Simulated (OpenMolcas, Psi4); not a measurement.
# Exact exchange and the HOMO–LUMO gap of S2O (Disulfur monoxide)

S2O: 3 atoms, total charge 0, spin state singlet. SMILES: `O=S=S`. The shape is that of a PBE0-D4/def2-TZVP optimisation.

The HOMO–LUMO gap y, in eV, basis def2-TZVP; a is the functional's share of exact exchange. Programs: OpenMolcas 26.06, Psi4 1.11.

| functional | program | a | y (eV) |
| --- | --- | --- | --- |
| revPBE | OpenMolcas | 0 | 2.21 |
| PBE | OpenMolcas | 0 | 2.20 |
| TPSSh | Psi4 | 0.1 | 3.10 |
| B3LYP | OpenMolcas | 0.2 | 3.78 |
| PBE0 | OpenMolcas | 0.25 | ? |
| BHLYP | OpenMolcas | 0.5 | 6.23 |

Fit y = c + s·a to the known rows and predict PBE0.


1. Means of the 5 rows: a = 0.1600, y = 3.504.
2. Σ(Δa)² = 0.172, Σ(Δa·Δy) = 1.3778, so the slope is 1.3778/0.172 = 8.0105.
3. Intercept: 3.504 − (8.0105) × 0.1600 = 2.222. The largest residual of the fit is 0.077.
4. PBE0: 2.222 + (8.0105) × 0.25 = 4.22 eV.

The run gave 4.20 eV, so the prediction is off by +0.02 eV, within the largest residual. Exact exchange lowers occupied levels and raises empty ones.

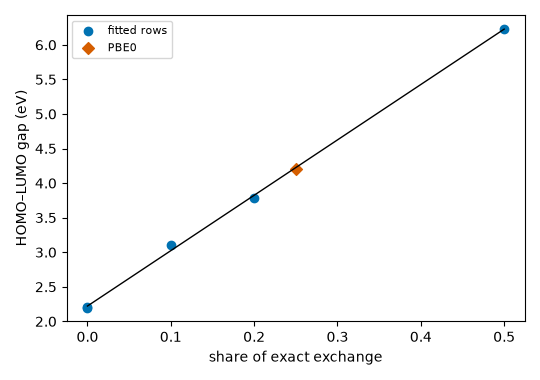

The fitted line, with the withheld row.
